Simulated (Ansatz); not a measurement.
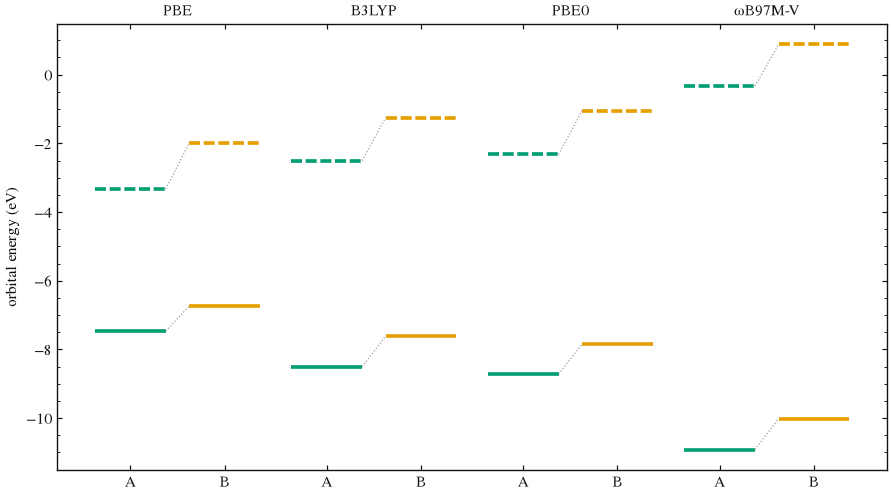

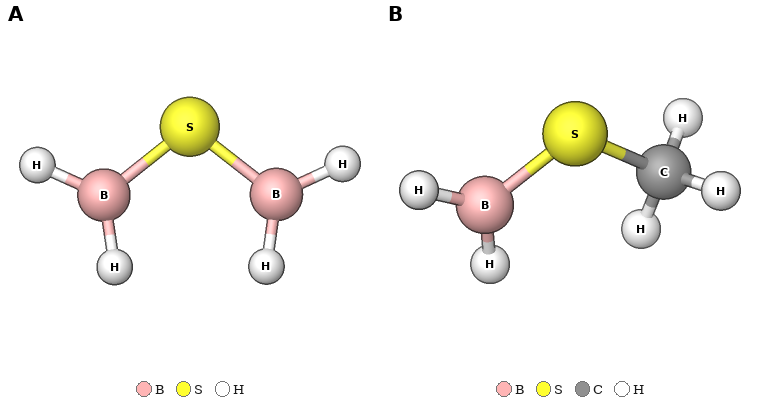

One change: A, B₂H₄S (SMILES BSB), becomes B, CH₅BS (SMILES BSC). BH₂ on S is replaced by CH₃. HOMO (solid) and LUMO (dashed) computed in def2-TZVPP at PBE0-D4/def2-TZVP geometries, both minima by their frequencies, gas phase, the Ansatz code 0.2.0. Empty levels above zero depend strongly on the basis.

Q: What does the change do to HOMO and LUMO?

A: PBE: the HOMO rises by 0.73 eV, the LUMO rises by 1.34 eV, and the separation goes from 4.14 to 4.75 eV. B3LYP: the HOMO rises by 0.90 eV, the LUMO rises by 1.25 eV, and the separation goes from 6.00 to 6.36 eV. PBE0: the HOMO rises by 0.87 eV, the LUMO rises by 1.27 eV, and the separation goes from 6.40 to 6.80 eV. ωB97M-V: the HOMO rises by 0.90 eV, the LUMO rises by 1.21 eV, and the separation goes from 10.59 to 10.90 eV.

Q: Do the functionals agree on the effect?

A: They agree on the direction for both levels; the HOMO shift lies between 0.73 and 0.90 eV and the LUMO shift between 1.21 and 1.34 eV, while the separations themselves differ by up to 6.4 eV between functionals.
